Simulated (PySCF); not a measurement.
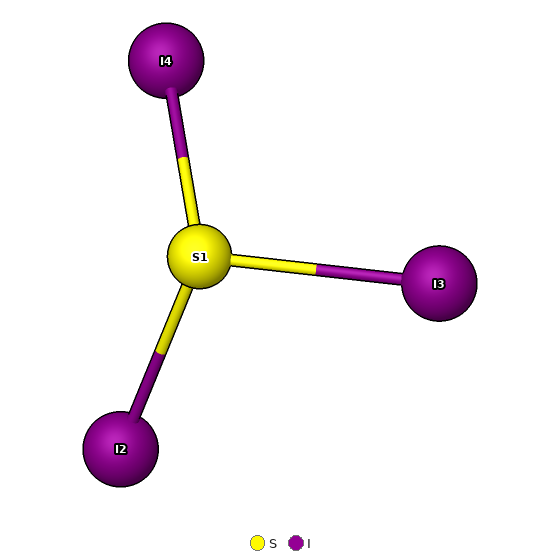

The molecule: SI₃⁺, singlet.

Unscaled harmonic wavenumbers and double-harmonic intensities, PBE0/def2-SVP (ECP) in PySCF 2.14.0, isolated molecule. The structure is the lowest point that the starts tried gave, with the shape that electron-pair counting expects. Degenerate modes count as one line, with their intensities summed. Lorentzian lines of 5 cm⁻¹ full width. Close modes add up in the curve.

### Which lines are the most intense, and is the structure a minimum?

The most intense lines (point group C3v) lie at 331.0 cm⁻¹ (89.4 km/mol, e). It has no imaginary mode, so it is a minimum.

```
 cm⁻¹  km/mol  symmetry
 74.3     0.0    e (×2)
113.8     0.0        a1
281.5     0.2        a1
331.0    89.4    e (×2)
```

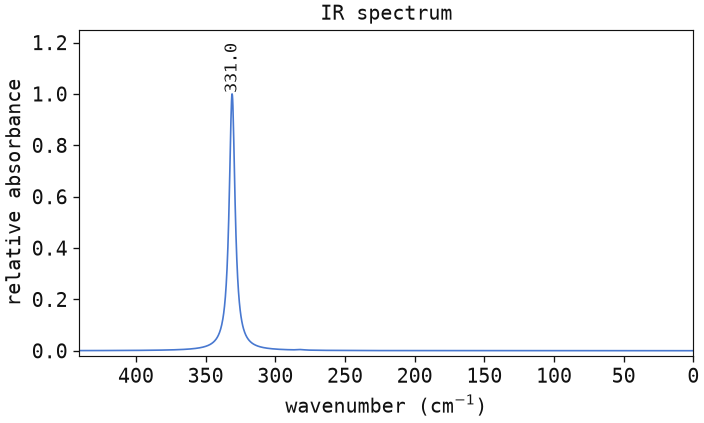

Caveats: double-zeta basis on some or all atoms.
